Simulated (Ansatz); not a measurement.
**Geometry relaxation, with input and output: C$_{2}$H$_{6}$O$_{2}$Si (part 1 of 2)**

- system: C$_{2}$H$_{6}$O$_{2}$Si, SMILES OC1CO[SiH2]1
- method: RKS PBE-D4/def2-SVP (Ansatz 0.2.0)

The geometry: force-field start. Figures and captions count atoms from 1; the log counts them from 0 in places.

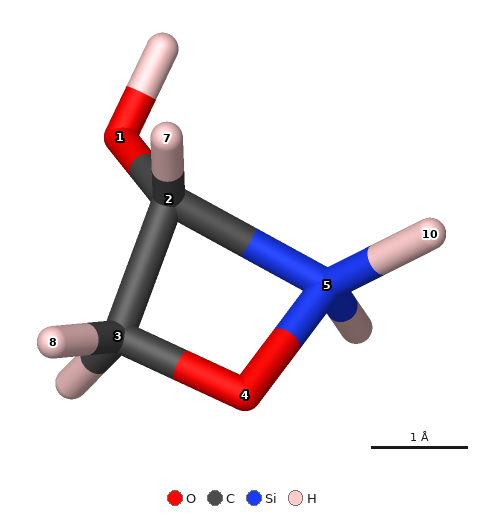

Figure 1. The starting structure (stick view, seen at a tilt; atoms are numbered from 1 in the order of the input).

Key numbers

```tsv
quantity	value
outcome	converged
total energy	−14124.6498 eV
mean-field energy	−14124.4284 eV
dispersion energy	−0.2214 eV
SCF solution under orbital rotations	stable
largest force (length of the vector) at the end	0.033 eV/Å
dipole moment	2.49 D
hardware	4 threads of Arm Neoverse V1, 23 GiB of memory available, shared host
wall time	16 s (CPU time 58 s)
peak memory	0.15 GiB
```

Input file
```yaml
crystal:
  periodic: [false, false, false]
  atoms:
    - {symbol: O, position_ang: [-1.459000, 1.081200, 0.075500]}
    - {symbol: C, position_ang: [-0.184500, 0.603300, 0.299100]}
    - {symbol: C, position_ang: [-0.114900, -0.798200, 0.955300]}
    - {symbol: O, position_ang: [1.066900, -1.323000, 0.138000]}
    - {symbol: Si, position_ang: [0.684900, -0.291800, -1.129900]}
    - {symbol: H, position_ang: [-1.377600, 1.998000, -0.382700]}
    - {symbol: H, position_ang: [0.480900, 1.357700, 0.788000]}
    - {symbol: H, position_ang: [0.250800, -0.752900, 2.019500]}
    - {symbol: H, position_ang: [-0.986800, -1.400900, 0.947900]}
    - {symbol: H, position_ang: [1.918600, 0.376300, -1.584500]}
    - {symbol: H, position_ang: [-0.214100, -0.906700, -2.105700]}
basis:
  gaussian: {orbitals: def2-SVP}
hamiltonian: {xc: pbe, dispersion: d4}
relax: {f_tol: 0.03, max_steps: 200}
```

Launch command:
```bash
ansatz run in.yaml --threads 4 --pin off --events-out ev --progress --plain --max-ram 10444MiB
```

Log
```
Functional definition: PBE
  name "PBE"
  cite "Perdew, Burke & Ernzerhof, Phys. Rev. Lett. 77, 3865 (1996) doi:10.1103/PhysRevLett.77.3865"
  parent pbe
  parameter kappa = 0.804
  parameter beta = 0.06672455060314922
  exchange = pbe_x(kappa = kappa, mu = beta*pi^2/3)
  correlation = pbe_c(beta = beta)
1146 factors; their error is unknown
mean field evaluation 1: about -14115.0359 eV, gradient 6.4e1 eV
mean field evaluation 2: about -14076.2134 eV, gradient 1.5e2 eV
mean field evaluation 4: about -14123.3844 eV, gradient 1.7e1 eV
mean field evaluation 8: about -14123.9226 eV, gradient 3.1e-1 eV
mean field evaluation 16: about -14123.8509 eV, gradient 1.7e-4 eV
mean field -14123.85089025 eV, -519.0419467266 hartree, gradient 6.9e-5 eV, S^2 0.000000; 0 other end points of the search recorded, 0 dependent functions left out
the calculation of the forces begins
reference -14123.85092361 eV, -519.0419479525 hartree; 24, 24 occupied and 80, 80 virtual orbitals, 1146 factors
relax step   1: F+E_penalty+E_count = -14124.07441341 eV  Δ(F+E_penalty+E_count) = +0.000e0 eV  max|allowed force component| = 3.807e0 eV/Å  Δτ_max = 0.0000 Å  (28 SCF iters, accepted)
these checks for a lower state are left out or cut short: starts, cluster_reference, orbital_swaps, neighbouring_geometries, increment
1146 factors; their error is unknown
mean field -14124.33950210 eV, -519.0599028811 hartree, gradient 2.7e-5 eV, S^2 0.000000; 0 other end points of the search recorded, 0 dependent functions left out
the calculation of the forces begins
reference -14124.33953560 eV, -519.0599041121 hartree; 24, 24 occupied and 80, 80 virtual orbitals, 1146 factors
relax step   2: F+E_penalty+E_count = -14124.55992180 eV  Δ(F+E_penalty+E_count) = -4.855e-1 eV  max|allowed force component| = 1.204e0 eV/Å  Δτ_max = 0.1946 Å  (36 SCF iters, accepted)
these checks for a lower state are left out or cut short: starts, cluster_reference, orbital_swaps, neighbouring_geometries, increment
1146 factors; their error is unknown
mean field evaluation 32: about -14124.3961 eV, gradient 1.9e-5 eV
mean field -14124.39614749 eV, -519.0619845607 hartree, gradient 1.9e-5 eV, S^2 0.000000; 0 other end points of the search recorded, 0 dependent functions left out
the calculation of the forces begins
reference -14124.39618093 eV, -519.0619857896 hartree; 24, 24 occupied and 80, 80 virtual orbitals, 1146 factors
relax step   3: F+E_penalty+E_count = -14124.61641071 eV  Δ(F+E_penalty+E_count) = -5.649e-2 eV  max|allowed force component| = 4.668e-1 eV/Å  Δτ_max = 0.0718 Å  (30 SCF iters, accepted)
these checks for a lower state are left out or cut short: starts, cluster_reference, orbital_swaps, neighbouring_geometries, increment
1146 factors; their error is unknown
mean field -14124.41063113 eV, -519.0625168247 hartree, gradient 1.5e-5 eV, S^2 0.000000; 0 other end points of the search recorded, 0 dependent functions left out
the calculation of the forces begins
reference -14124.41066444 eV, -519.0625180486 hartree; 24, 24 occupied and 80, 80 virtual orbitals, 1146 factors
relax step   4: F+E_penalty+E_count = -14124.63078677 eV  Δ(F+E_penalty+E_count) = -1.438e-2 eV  max|allowed force component| = 3.350e-1 eV/Å  Δτ_max = 0.0521 Å  (30 SCF iters, accepted)
these checks for a lower state are left out or cut short: starts, cluster_reference, orbital_swaps, neighbouring_geometries, increment
1146 factors; their error is unknown
mean field -14124.41828307 eV, -519.0627980282 hartree, gradient 2.2e-5 eV, S^2 0.000000; 0 other end points of the search recorded, 0 dependent functions left out
the calculation of the forces begins
reference -14124.41831640 eV, -519.0627992531 hartree; 24, 24 occupied and 80, 80 virtual orbitals, 1146 factors
relax step   5: F+E_penalty+E_count = -14124.63872488 eV  Δ(F+E_penalty+E_count) = -7.938e-3 eV  max|allowed force component| = 1.288e-1 eV/Å  Δτ_max = 0.0224 Å  (31 SCF iters, accepted)
these checks for a lower state are left out or cut short: starts, cluster_reference, orbital_swaps, neighbouring_geometries, increment
1146 factors; their error is unknown
mean field -14124.42102154 eV, -519.0628986651 hartree, gradient 2.2e-5 eV, S^2 0.000000; 0 other end points of the search recorded, 0 dependent functions left out
the calculation of the forces begins
reference -14124.42105485 eV, -519.0628998895 hartree; 24, 24 occupied and 80, 80 virtual orbitals, 1146 factors
relax step   6: F+E_penalty+E_count = -14124.64148673 eV  Δ(F+E_penalty+E_count) = -2.762e-3 eV  max|allowed force component| = 8.102e-2 eV/Å  Δτ_max = 0.0246 Å  (31 SCF iters, accepted)
these checks for a lower state are left out or cut short: starts, cluster_reference, orbital_swaps, neighbouring_geometries, increment
1146 factors; their error is unknown
mean field -14124.42505655 eV, -519.0630469492 hartree, gradient 7.3e-6 eV, S^2 0.000000; 0 other end points of the search recorded, 0 dependent functions left out
the calculation of the forces begins
reference -14124.42508997 eV, -519.0630481773 hartree; 24, 24 occupied and 80, 80 virtual orbitals, 1146 factors
relax step   7: F+E_penalty+E_count = -14124.64561759 eV  Δ(F+E_penalty+E_count) = -4.131e-3 eV  max|allowed force component| = 1.282e-1 eV/Å  Δτ_max = 0.0838 Å  (31 SCF iters, accepted)
these checks for a lower state are left out or cut short: starts, cluster_reference, orbital_swaps, neighbouring_geometries, increment
1146 factors; their error is unknown
mean field evaluation 64: about -14124.4264 eV, gradient 2.4e-1 eV
mean field -14124.42657458 eV, -519.0631027358 hartree, gradient 2.2e-5 eV, S^2 0.000000; 0 other end points of the search recorded, 0 dependent functions left out
the calculation of the forces begins
reference -14124.42660809 eV, -519.0631039669 hartree; 24, 24 occupied and 80, 80 virtual orbitals, 1146 factors
relax step   8: F+E_penalty+E_count = -14124.64743781 eV  Δ(F+E_penalty+E_count) = -1.820e-3 eV  max|allowed force component| = 8.138e-2 eV/Å  Δτ_max = 0.0342 Å  (31 SCF iters, accepted)
these checks for a lower state are left out or cut short: starts, cluster_reference, orbital_swaps, neighbouring_geometries, increment
1146 factors; their error is unknown
mean field -14124.42799896 eV, -519.0631550807 hartree, gradient 2.0e-5 eV, S^2 0.000000; 0 other end points of the search recorded, 0 dependent functions left out
the calculation of the forces begins
reference -14124.42803258 eV, -519.0631563162 hartree; 24, 24 occupied and 80, 80 virtual orbitals, 1146 factors
relax step   9: F+E_penalty+E_count = -14124.64903024 eV  Δ(F+E_penalty+E_count) = -1.592e-3 eV  max|allowed force component| = 4.272e-2 eV/Å  Δτ_max = 0.0494 Å  (30 SCF iters, accepted)
these checks for a lower state are left out or cut short: starts, cluster_reference, orbital_swaps, neighbouring_geometries, increment
1146 factors; their error is unknown
mean field -14124.42795715 eV, -519.0631535442 hartree, gradient 2.2e-5 eV, S^2 0.000000; 0 other end points of the search recorded, 0 dependent functions left out
the calculation of the forces begins
reference -14124.42799087 eV, -519.0631547833 hartree; 24, 24 occupied and 80, 80 virtual orbitals, 1146 factors
relax step  10: F+E_penalty+E_count = -14124.64933270 eV  Δ(F+E_penalty+E_count) = -3.025e-4 eV  max|allowed force component| = 5.908e-2 eV/Å  Δτ_max = 0.0509 Å  (30 SCF iters, accepted)
these checks for a lower state are left out or cut short: starts, cluster_reference, orbital_swaps, neighbouring_geometries, increment
1146 factors; their error is unknown
mean field -14124.42837732 eV, -519.0631689850 hartree, gradient 2.4e-5 eV, S^2 0.000000; 0 other end points of the search recorded, 0 dependent functions left out
the calculation of the forces begins
reference -14124.42841103 eV, -519.0631702239 hartree; 24, 24 occupied and 80, 80 virtual orbitals, 1146 factors
relax step  11: F+E_penalty+E_count = -14124.64975005 eV  Δ(F+E_penalty+E_count) = -4.173e-4 eV  max|allowed force component| = 3.319e-2 eV/Å  Δτ_max = 0.0092 Å  (32 SCF iters, accepted)
these checks for a lower state are left out or cut short: starts, cluster_reference, orbital_swaps, neighbouring_geometries, increment
1146 factors; their error is unknown
mean field evaluation 96: about -14124.4284 eV, gradient 2.4e-5 eV
mean field -14124.42841085 eV, -519.0631702174 hartree, gradient 2.4e-5 eV, S^2 0.000000; 0 other end points of the search recorded, 0 dependent functions left out
the calculation of the forces begins
reference -14124.42844454 eV, -519.0631714554 hartree; 24, 24 occupied and 80, 80 virtual orbitals, 1146 factors
relax step  12: F+E_penalty+E_count = -14124.64981424 eV  Δ(F+E_penalty+E_count) = -6.419e-5 eV  max|allowed force component| = 2.896e-2 eV/Å  Δτ_max = 0.0039 Å  (31 SCF iters, accepted)
```

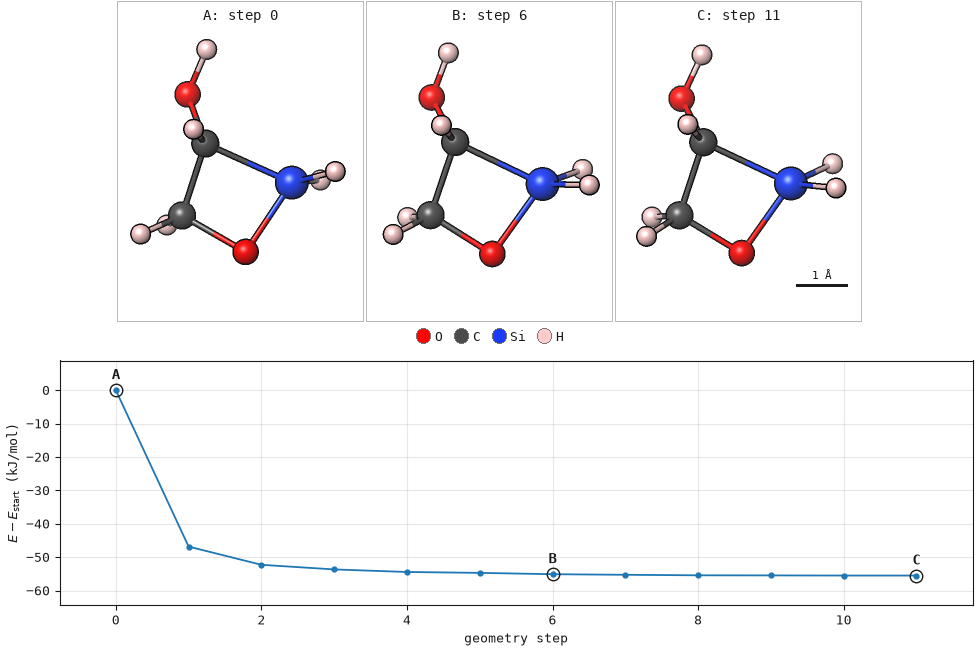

Figure 2. Frames of the relaxation (ball-and-stick view, seen on its broad side) above the curves, on which the letters mark them (the first geometry is step 0 here and step 1 in the log).

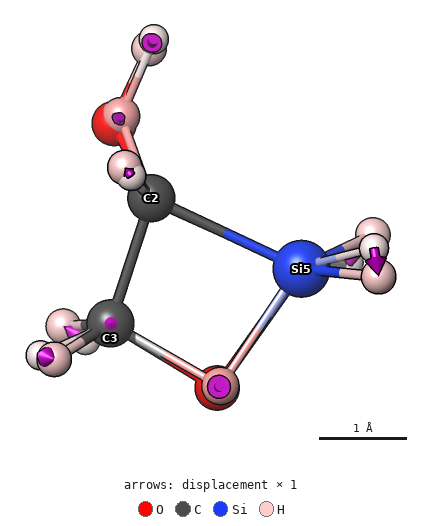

Figure 3. Start (faint) and end (solid) with the displacements as pink arrows, at true length (ball-and-stick view, seen on its broad side). The two geometries are laid on each other by the best rigid fit. After 11 geometry steps the energy has fallen by 55.5 kJ/mol. The largest force component goes from 3.8 to 0.029 eV/Å. The atom that moves furthest after the best rigid fit is H11 (0.48 Å). By element the largest moves are H 0.48 Å, O 0.42 Å, C 0.11 Å, Si 0.06 Å. Among the contacts that change: C3–O4 1.530 → 1.452 Å, O1–H6 1.028 → 0.974 Å, C3–H9 1.060 → 1.113 Å, Si5–H11 1.462 → 1.506 Å. Among the angles that change: H10–Si5–H11 119.9° → 108.9°, C2–C3–H9 118.3° → 109.3°, C2–Si5–H10 113.7° → 120.8°. (Atoms are counted from 1 in the order of the input.)
